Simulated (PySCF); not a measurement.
System: C₆H₁₀ (biisopropenyl), SMILES C=C(C)C(=C)C.

Vertical TDDFT excitations, PBE0/def2-SVPD, PySCF 2.14.0, at a GFN2-xTB geometry (no frequency check), gas phase.

> Predict the low-lying singlet excitations and the spectrum.

The lowest singlet lies at 5.75 eV (216 nm, f = 0.524); the brightest of the first 6 is S1 at 5.75 eV (216 nm), f = 0.524, mainly HOMO → LUMO (97 %). No singlet lies below 3.1 eV (beyond 400 nm), so at this level no vertical transition falls in the visible.


```
state  E (eV)  λ (nm)      f        main character
   S1    5.75     216  0.524    HOMO → LUMO (97 %)
   S2    6.44     193  0.000  HOMO → LUMO+1 (99 %)
   S3    6.63     187  0.000  HOMO−1 → LUMO (90 %)
   S4    6.95     178  0.002  HOMO−2 → LUMO (98 %)
   S5    7.12     174  0.003  HOMO → LUMO+2 (92 %)
   S6    7.24     171  0.047  HOMO → LUMO+3 (93 %)
```

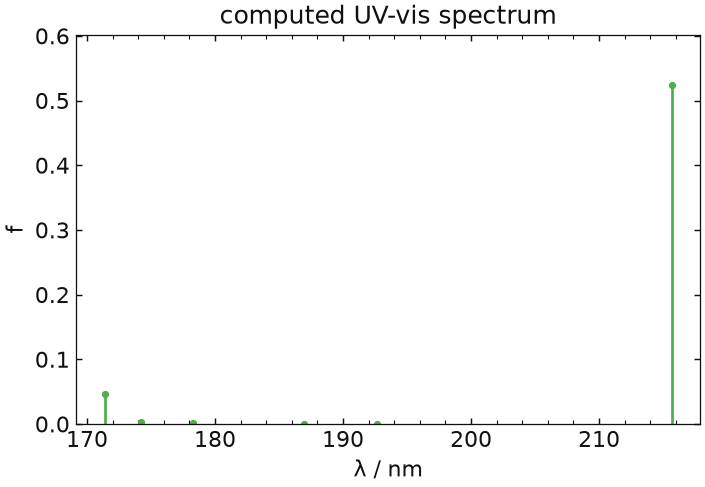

Only the first 6 singlet excitations are included.

Known limits of this run: states above the negative HOMO energy depend on the basis; the tight-binding geometry is rougher than a DFT one and adds to the error; one conformer of a flexible molecule; core orbitals are frozen in the response.
